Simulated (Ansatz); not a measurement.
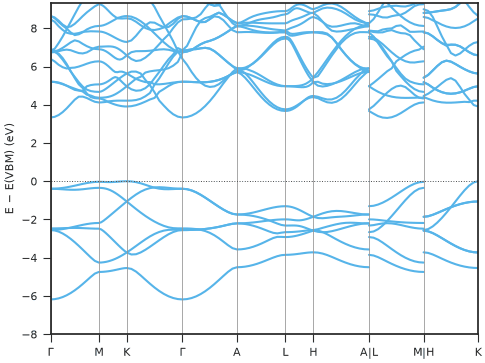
Fig. 1. Band structure from r²SCAN in the plane-wave PAW code Ansatz

The gap is 3.31 eV; an edge lies off the plotted path or next to a special point (maximum at K, minimum off the standard path).

Pick the material that matches.
A. Rb2PdC2, P-3m1 (C on 2c, Rb on 2d, Pd on 1a)
B. MgZn2O3, P-3m1 (Mg on 1a, Zn on 2d, O on 2d, O on 1b)
C. BaMg2As2, P-3m1 (Ba on 1a, Mg on 2d, As on 2d)
D. Sr2MgH6, P-3m1 (Sr on 2d, Mg on 1a, H on 6i)

D, Sr2MgH6, P-3m1 (Sr on 2d, Mg on 1a, H on 6i)

The first step of the workflow began from a Materials Project structure, measured or hypothetical; the Crystallography Open Database copy checked does not list it. Its standing as an ambient phase is unchecked. The r²SCAN relaxation kept the symmetry of its start; its stability against distortions is not shown here. Scalar-relativistic: spin–orbit coupling is off unless named, which matters more the heavier the elements.

Potentials: the later of the program's two PAW sets.
